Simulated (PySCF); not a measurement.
## A study: C₃H₂F₃, doublet, SMILES `[CH2]C(F)=C(F)F`

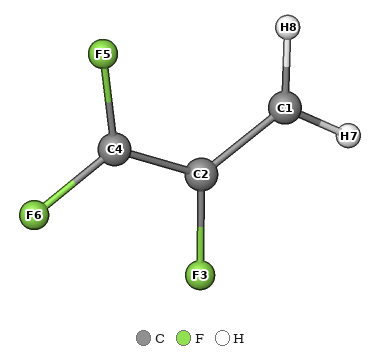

The molecule, with its atoms numbered as below. No frequency check shows the geometry to be a minimum.

Coordinates in Å:

```
C1      -1.5633   -1.0850    0.0000
C2      -0.7320   -0.0033    0.0000
F3      -1.2673    1.2344    0.0000
C4       0.6514   -0.0367    0.0000
F5       1.3410   -1.1695    0.0000
F6       1.4430    1.0208    0.0000
H7      -2.6261   -0.9425    0.0000
H8      -1.1611   -2.0784    0.0000
```

Part 1: Bonding charge

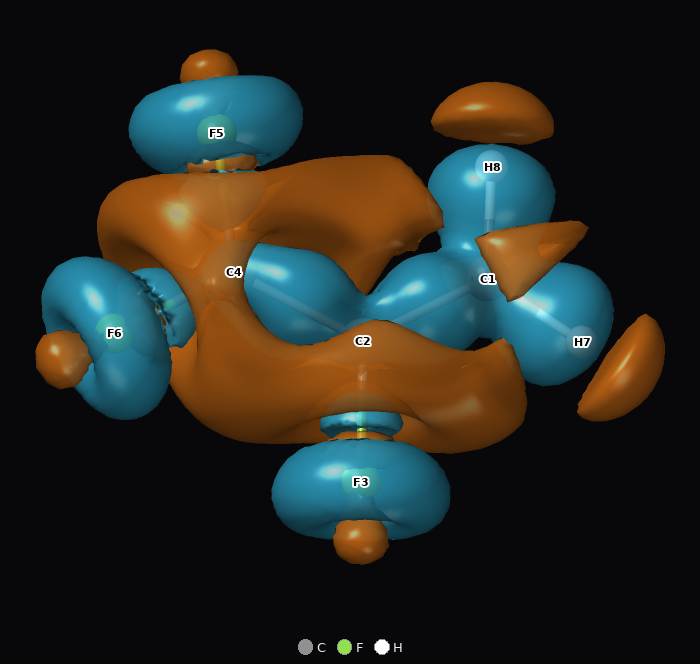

Deformation density (molecule less spherical, spin-averaged free atoms at the same positions), surfaces at ±0.05 e/Å³; light blue: gain, orange: loss.

Level of theory: HF/def2-SVPD (PySCF), at a geometry from GFN2-xTB. The stability of the open-shell solution wasn't checked. GFN2-xTB doesn't know the spin state, so this open-shell geometry is rough.

**Describe the bonding that the map shows.**

C2–C4: +0.78 e/Å³ at the bond critical point (bond length 1.38 Å). C1–C2: +0.77 e/Å³ at the bond critical point (bond length 1.36 Å). C1–H8: +0.74 e/Å³ at the bond critical point (bond length 1.07 Å). C1–H7: +0.73 e/Å³ at the bond critical point (bond length 1.07 Å). C4–F6: +0.12 e/Å³ at the bond critical point (bond length 1.32 Å); up to 0.6 Å beside the axis the gain reaches +0.37 e/Å³. C4–F5: +0.10 e/Å³ at the bond critical point (bond length 1.33 Å); up to 0.6 Å beside the axis the gain reaches +0.36 e/Å³. C2–F3: +0.01 e/Å³ at the bond critical point (bond length 1.35 Å); up to 0.6 Å beside the axis the gain reaches +0.30 e/Å³. In all, 2.1 electrons gather in the regions of gain relative to the promolecule. A small or negative value marks a very polar bond, one between electron-rich atoms, whose free-atom densities already overlap strongly, a long bond to a heavier atom, or a closed-shell contact such as a hydrogen bond.

Part 2: Bond critical points

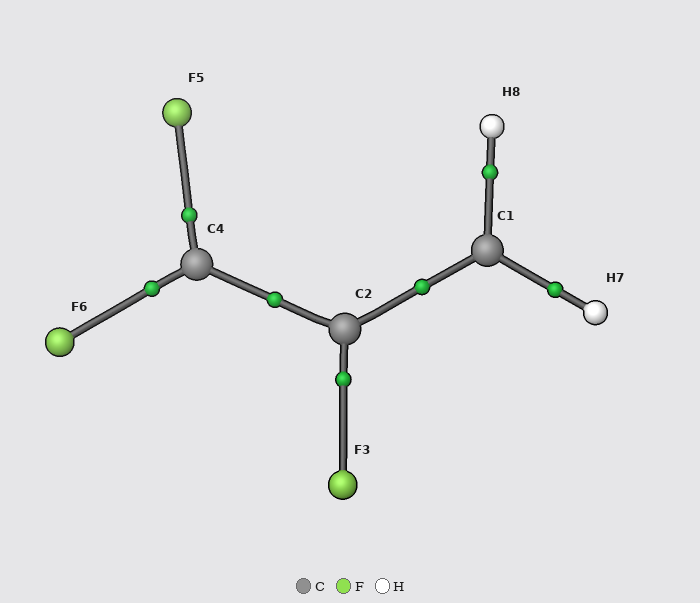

Molecular graph of the electron density (QTAIM): bond paths, bond critical points (green), ring points (magenta, if any); weak paths are dashed.

**How many critical points of each kind are there, and does the count close?**

8 nuclei, 7 bond, 0 ring and 0 cage critical points: 8 − 7 + 0 − 0 = 1, as the Poincaré–Hopf relation requires.

**What does the calculation give at each kind of bond critical point?**

| bond | length (Å) | ρ (a.u.) | ∇²ρ (a.u.) | ε | H (a.u.) |
| --- | --- | --- | --- | --- | --- |
| C1–C2 | 1.364 | 0.333 | −1.02 | 0.35 | −0.368 |
| C2–C4 | 1.384 | 0.326 | −0.98 | 0.57 | −0.346 |
| C1–H8 | 1.072 | 0.293 | −1.18 | 0.04 | −0.335 |
| C1–H7 | 1.072 | 0.292 | −1.17 | 0.04 | −0.333 |
| C4–F6 | 1.321 | 0.269 | +0.41 | 0.42 | −0.388 |
| C4–F5 | 1.326 | 0.265 | +0.41 | 0.42 | −0.379 |
| C2–F3 | 1.348 | 0.247 | +0.36 | 0.01 | −0.345 |

**What kind of interaction is C1–C2?**

Shared-shell (covalent): ρ = 0.333, ∇²ρ = −1.02, H = −0.368 a.u. Its ellipticity of 0.35 shows that the density isn't cylindrical about the bond.

Part 3: Local ionisation energy

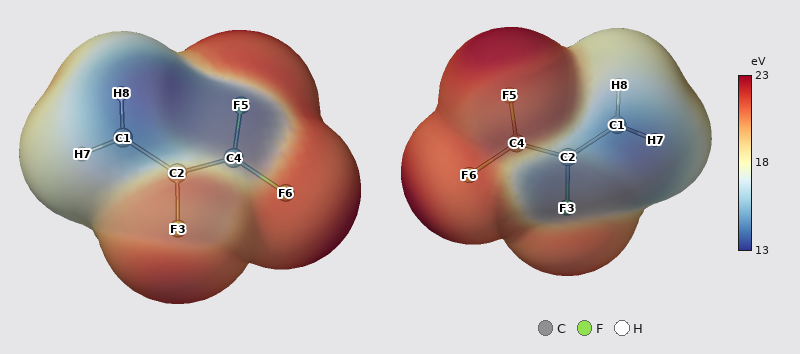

Average local ionisation energy on the surface of electron density 0.001 a.u. (back view left, front view right).

**Where are the most loosely bound electrons on this surface?**

The lowest value is 13.1 eV, off the molecular plane, over C1 (2.0 Å), and at like points elsewhere. Further minima include 21.0 eV, 1.7 Å from F6, and at like points elsewhere. For comparison, the highest occupied orbital lies at −10.0 eV.

Part 4: Spin density

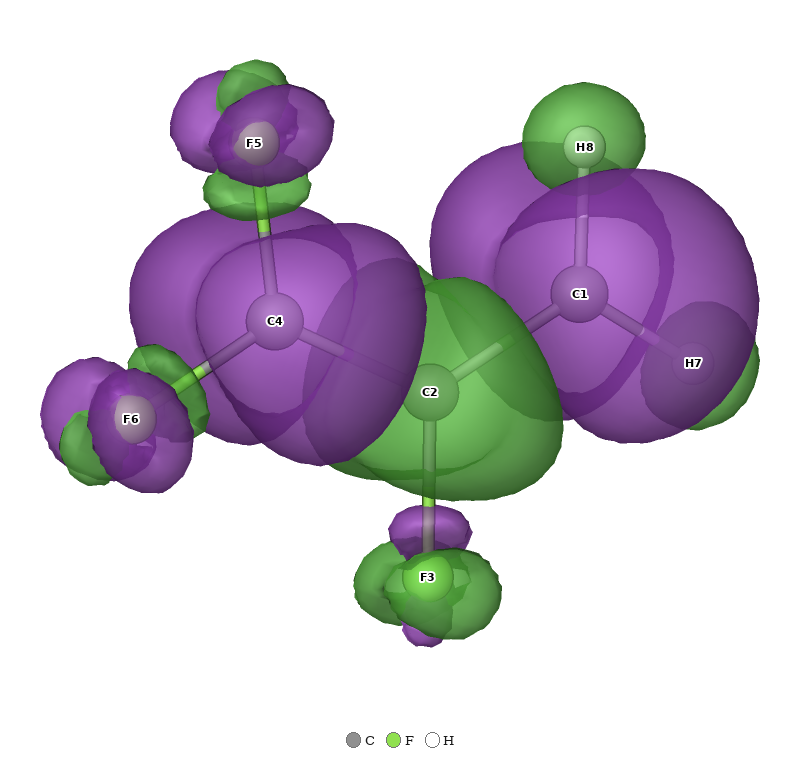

Spin density ρα − ρβ at ±0.02 e/Å³ (purple: excess α, green: excess β).

**How is the spin shared among the atoms?**

Hirshfeld spin populations: C1 +0.56, C4 +0.53, F6 +0.06 and F5 +0.06. Spin polarisation leaves negative spin on C2 (−0.22) and F3 (−0.03). ⟨S²⟩ = 0.95, against 0.75 for a pure state. The picture also shows regions of β spin from spin polarisation; the Hirshfeld sums, whose atoms overlap, net them against the α spin of neighbours.

Part 5: In an electric field

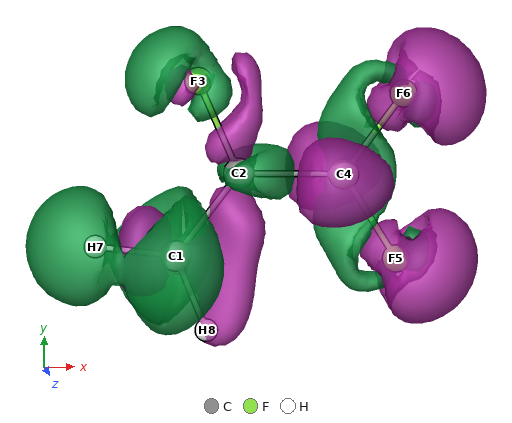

Change of the electron density in a uniform field of 0.10 V/Å, surfaces at ±0.0008 e/Å³ (green: gain, purple: loss).

PySCF calculation, BLYP/6-31+G*, gas phase; geometry: GFN2-xTB. The basis has diffuse s and p functions alone, which still leaves polarisabilities too small, most of all across bonds. The stability of the open-shell solution wasn't checked. GFN2-xTB doesn't know the spin state, so this open-shell geometry is rough.

The field was applied in both directions; the picture shows the one opposite to the script's first.

**Along which Cartesian direction does the field point?**

Along +x: electrons gather on the −x side, against the field.

**What dipole is induced, and what polarisability does it imply?**

The induced dipole is 0.29 D (along the field); α along this axis, from the fields in both directions, is 55 bohr³ (8.2 Å³).

Part 6: Removing or adding an electron

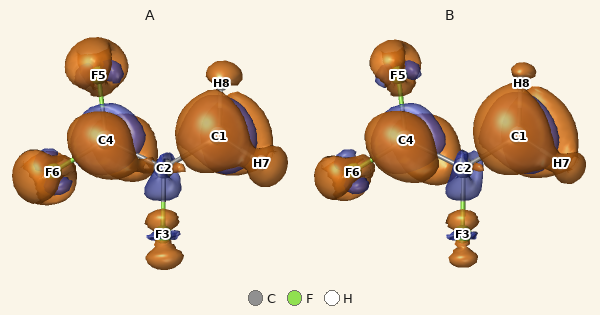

The two Fukui functions at ±0.03 e/Å³ (orange positive, blue negative).

Computed with PySCF, ωB97X/6-311G**, geometry: GFN2-xTB. GFN2-xTB doesn't know the spin state, so this open-shell geometry is rough.

**Why do the two look alike?**

The electron leaves from or enters the same singly occupied orbital. A is f⁻, B is f⁺. f⁻ (Hirshfeld-condensed) is largest on C1 (0.25) and C4 (0.22); the vertical ionisation energy is 8.39 eV (to the singlet cation, which needn't be its lowest state). f⁺ (Hirshfeld-condensed) is largest on C1 (0.27) and C4 (0.21); the vertical electron affinity is 0.07 eV (to the singlet anion, which needn't be its lowest state; rough: the basis has no diffuse functions).

The PySCF runs shown took 4.5 s, 45 s and 47 s on 1 thread of Intel(R) Xeon(R) Platinum 8375C CPU @ 2.90GHz (Ice Lake), with other jobs on the host.
